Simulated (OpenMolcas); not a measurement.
# Energy and gradient calculation of CuF

System: CuF, SMILES [F][Cu].
Method: HF/def2-SVP, RHF (OpenMolcas 26.06).

The geometry comes from this level: GFN2-xTB.

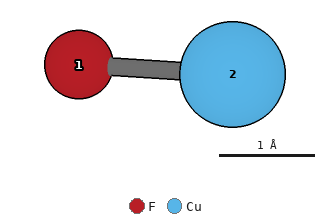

Fig. 1: The structure as given in the input (ball-and-stick view, seen at a tilt; atoms are numbered from 1 in the order of the input). Sticks mark near contacts.

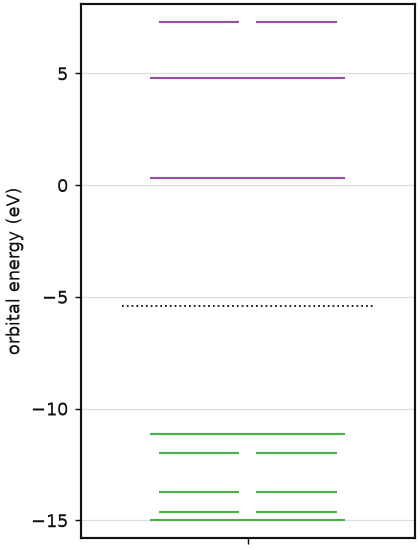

Fig. 2: Orbital energies near the frontier; the dotted line parts filled from empty levels, and levels within 0.02 eV of each other stand side by side. Highest filled −11.14 eV, lowest empty 0.34 eV, 11.48 eV apart.

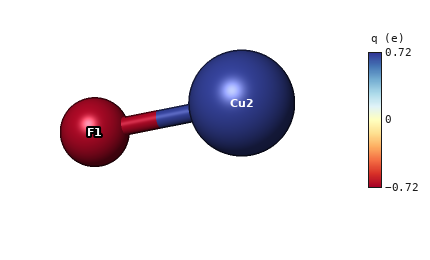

Fig. 3: Mulliken charges, as the colour of each atom (ball-and-stick view, seen at a tilt; atoms are numbered from 1 in the order of the input). By element: F −0.69 and Cu +0.69 e.

These pictures come from the run below.

The input:
```
&gateway
baslib = $CurrDir
coord
2
angstrom
F        0.730430      -0.261570       0.366750
Cu      -0.730430       0.261570      -0.366750
basis = def2-SVP
group = NoSym
&seward
&scf
thresholds = 1e-10 1e-07 1e-07 1e-05
prorbitals = 0
&alaska
```

Run as:
```bash
export MOLCAS_MEM=1860
pymolcas test.inp > test.log
```

The program's output:
```
--- Start Module: gateway ---

                                              &GATEWAY

                       available to each process: 1.9 GB of memory, 1 thread

 Basis Set     1 Label: F.DEF2-SVP
 Basis set is read from library:.
 basistype.tbl is not found

 Basis Set     2 Label: CU.DEF2-SVP
 Basis set is read from library:.
 basistype.tbl is not found

++    Symmetry information:
      ---------------------

                    Character Table for C1

                             E
                    a        1  x, y, xy, Rz, z, xz, Ry, yz, Rx, I
--

++    Basis set information:
      ----------------------

      Basis set label: F.DEF2-SVP.........

      Electronic valence basis set:
      ------------------
      Associated Effective Charge   9.000000 au
      Associated Actual Charge      9.000000 au
      Nuclear Model: Point charge

      Shell  nPrim  nBasis  Cartesian Spherical Contaminant
         s       7       3        X
         p       4       2        X
         d       1       1                 X

      Basis set label: CU.DEF2-SVP.........

      Electronic valence basis set:
      ------------------
      Associated Effective Charge  29.000000 au
      Associated Actual Charge     29.000000 au
      Nuclear Model: Point charge

      Shell  nPrim  nBasis  Cartesian Spherical Contaminant
         s      14       5        X
         p       9       3        X
         d       5       2                 X
         f       1       1                 X
--

++    Molecular structure info:
      -------------------------

                    ************************************************
                    **** Cartesian Coordinates / bohr, angstrom ****
                    ************************************************

     Center  Label                x              y              z                     x              y              z
        1      F1               1.380313      -0.494296       0.693057              0.730430      -0.261570       0.366750
        2      CU2             -1.380313       0.494296      -0.693057             -0.730430       0.261570      -0.366750
--

            Nuclear Potential Energy             80.47098176 au

--- Stop Module: gateway /rc=_RC_ALL_IS_WELL_ ---

--- Start Module: seward ---

                                              &SEWARD

                       available to each process: 1.9 GB of memory, 1 thread

               SEWARD will generate:
                  Multipole Moment integrals up to order  2
                  Kinetic Energy integrals
                  Nuclear Attraction integrals (point charge)
                  One-Electron Hamiltonian integrals
                  Velocity integrals
                  Orbital angular momentum around ( -0.7401   0.2650  -0.3716 )
                  Velocity quadrupole around ( -0.7401   0.2650  -0.3716 )
                  Two-Electron Repulsion integrals

                   Integrals are discarded if absolute value <: 1.00E-14
                   Integral cutoff threshold is set to       <: 1.00E-16

            Nuclear Potential Energy             80.47098176 au

      Basis set specifications :
      Symmetry species         a
      Basis functions           45

--- Stop Module: seward /rc=_RC_ALL_IS_WELL_ ---

--- Start Module: scf ---

                                                &SCF

                       available to each process: 1.9 GB of memory, 1 thread

++    Input section:
      --------------

      Header of the integral files:

      Cartesian coordinates in angstrom:
      -----------------------------------------------------
      No.  Label        X            Y            Z
      -----------------------------------------------------
       1   F1         0.73043000  -0.26157000   0.36675000
       2   CU2       -0.73043000   0.26157000  -0.36675000
      -----------------------------------------------------
      Nuclear repulsion energy =   80.47098176
--

++    Orbital specifications:
      -----------------------

      Symmetry species               1
                                     a
      Frozen orbitals                0
      Occupied orbitals             19
      Secondary orbitals            26
      Deleted orbitals               0
      Total number of orbitals      45
      Number of basis functions     45
--

      Molecular charge                           0.000

++    Optimization specifications:
      ----------------------------

      SCF Algorithm: Conventional
      Minimized density differences are used
      Number of density matrices in core                 5
      Maximum number of NDDO SCF iterations            400
      Maximum number of HF SCF iterations              400
      Threshold for SCF energy change             1.00E-10
      Threshold for density matrix                1.00E-07
      Threshold for Fock matrix                   1.00E-07
      Threshold for linear dependence             1.00E-09
      Threshold at which DIIS is turned on        1.50E-01
      Maximum depth in the DIIS procedure                5
      Maximum depth in the BFGS Hessian update          30
      Threshold at which QNR/C2DIIS is turned on  7.50E-02
      Threshold for Norm(delta) (QNR/C2DIIS)      1.00E-05
      All orbitals punched on: SCFORB
--

      Input vectors read from INPORB
      Orbital file label: *Guess orbitals

++ Convergence information
                                   SCF        iterations: Energy and convergence statistics

Iter     Tot. SCF        One-elec.       Two-elec.     Energy      Max Dij or  Max Fij      DNorm      TNorm      AccCon     Time
         Energy          Energy          Energy        Change      Delta Norm                                                in Sec.

 The total and one-electron energies are shifted by a value of      1000. a.u.

   1  -737.912603172 -1595.963952003   777.580367076   0.00E+00    2.52E-01*   1.48E-01*    9.89E+00   2.41E+02   None         0.
   2  -738.004483093 -1588.503542431   770.028077582  -9.19E-02*   8.01E-02*   9.21E-02*    1.30E+00   2.40E+02   EDIIS        0.
   3  -738.030680877 -1593.772077833   775.270415200  -2.62E-02*   3.44E-02*   3.53E-02*    4.14E-01   2.41E+02   c2DIIS       0.
   4  -738.047850999 -1591.218048458   772.699215704  -1.72E-02*   1.44E-02*   5.47E-03*    8.62E-02   2.40E+02   QNRc2DIIS    0.
   5  -738.048353136 -1591.555216289   773.035881397  -5.02E-04*   2.68E-02*   3.36E-03*    3.17E-02   2.40E+02   QNRc2DIIS    0.
   6  -738.048708177 -1591.171395859   772.651705927  -3.55E-04*   5.12E-03*   2.03E-03*    2.99E-02   2.40E+02   QNRc2DIIS    0.
   7  -738.048756026 -1591.208051934   772.688314152  -4.78E-05*   8.60E-03*   1.17E-03*    7.37E-03   2.40E+02   QNRc2DIIS    0.
   8  -738.048782445 -1591.206318705   772.686554504  -2.64E-05*   5.00E-04*   4.79E-04*    2.02E-03   2.40E+02   QNRc2DIIS    0.
   9  -738.048783702 -1591.192106764   772.672341306  -1.26E-06*   1.80E-04*   1.12E-04*    3.54E-04   2.40E+02   QNRc2DIIS    0.
  10  -738.048783783 -1591.190918026   772.671152487  -8.09E-08*   3.65E-05*   1.76E-05*    1.37E-04   2.40E+02   QNRc2DIIS    0.
  11  -738.048783786 -1591.191184443   772.671418901  -2.67E-09*   9.73E-06    2.64E-06*    4.11E-05   2.40E+02   QNRc2DIIS    0.
  12  -738.048783786 -1591.191271522   772.671505980  -1.46E-10*   3.09E-06    6.92E-07*    2.45E-05   2.40E+02   QNRc2DIIS    0.
  13  -738.048783786 -1591.191259322   772.671493781  -1.18E-11    2.03E-07    2.43E-07*    4.22E-03   2.40E+02   QNRc2DIIS    0.
  14  -738.048783786 -1591.191258816   772.671493274   2.27E-12*   7.83E-08    4.31E-08     1.34E-02   2.40E+02   QNRc2DIIS    0.
  15  -738.048783786 -1591.191258532   772.671492991  -5.00E-12    1.49E-08    1.19E-08     2.11E-02   2.40E+02   QNRc2DIIS    0.

       Convergence after  15 Iterations
--

 *****************************************************************************************************************************
 *                                             SCF/KS-DFT Program, Final results                                             *
 *                                                       Final Results                                                       *
 *****************************************************************************************************************************

::    Total SCF energy                              -1738.0487837858
      One-electron energy                           -2591.1912585323
      Two-electron energy                             772.6714929907
      Nuclear repulsion energy                         80.4709817558
      Kinetic energy (interpolated)                  1737.7619202181
      Virial theorem                                    1.0001650764
      Total spin, S(S+1)                                0.0000000000
      Total spin, S                                     0.0000000000
      Max non-diagonal density matrix element           0.0000000119
      Max non-diagonal Fock matrix element              0.0000000019

      No orbitals printed

++    Molecular charges:
      ------------------

      Mulliken charges per centre
      ---------------------------

                F1      CU2
      Total    9.6867 28.3133

      N-E     -0.6867  0.6867

      Total electronic charge=   38.000000

      Total            charge=   -0.000000
--

++    Molecular properties:
      ---------------------

      Charge (e):
                      =   -0.0000
      Dipole Moment (debye):
      Origin of the operator (angstrom)=   -0.3917    0.1403   -0.1967
                   X= -5.3053E+00               Y=  1.8999E+00               Z= -2.6638E+00           Total=  6.2331E+00
      Quadrupole Moment (debye*angstrom):
      Origin of the operator (angstrom)=   -0.3917    0.1403   -0.1967
                  XX= -1.8134E+01              XY=  1.0993E+00              XZ= -1.5414E+00              YY= -1.5458E+01
                  YZ=  5.5198E-01              ZZ= -1.5838E+01
      In traceless form (debye*angstrom)
                  XX= -2.4861E+00              XY=  1.6490E+00              XZ= -2.3121E+00              YY=  1.5282E+00
                  YZ=  8.2798E-01              ZZ=  9.5785E-01
--

--- Stop Module: scf /rc=_RC_ALL_IS_WELL_ ---

--- Start Module: alaska ---

                                              &ALASKA

                       available to each process: 1.9 GB of memory, 1 thread

                     Threshold for contributions to the gradient: 1.000E-07

                    ********************************************
                    * Symmetry Adapted Cartesian Displacements *
                    ********************************************

           Irreducible representation : a
           Basis function(s) of irrep: x, y, xy, Rz, z, xz, Ry, yz, Rx, I

 Basis Label        Type   Center Phase
   1   F1           x         1     1
   2   F1           y         1     1
   3   F1           z         1     1
   4   CU2          x         2     1
   5   CU2          y         2     1
   6   CU2          z         2     1

                     No automatic utilization of translational and rotational invariance of the energy is employed.

 Conventional ERI gradients!

 **************************************************
 *              Molecular gradients               *
 **************************************************

  Irreducible representation: a
 ------------------------------------------------------------------------------------------
                              X                       Y                       Z
 ------------------------------------------------------------------------------------------
  F1               -3.77199900144412E-02    1.35076842244217E-02   -1.89392636361863E-02
  CU2               3.77199900144554E-02   -1.35076842244217E-02    1.89392636361863E-02
 ------------------------------------------------------------------------------------------

--- Stop Module: alaska /rc=_RC_ALL_IS_WELL_ ---

.##################.
.# Happy landing! #.
.##################.

    Timing: Wall=2.49 User=1.67 System=0.45
```

Key numbers:

- outcome: converged
- total energy: −1738.048784 hartree
- basis functions: 45
- largest force: 2.279 eV/Å
- HOMO: −11.14 eV
- LUMO: 0.34 eV
- dipole moment: 6.23 debye
- hardware: 1 thread of Arm Neoverse V2, 24 GiB of memory available, shared host
- wall time: 2.7 s
- peak memory: 0.38 GiB
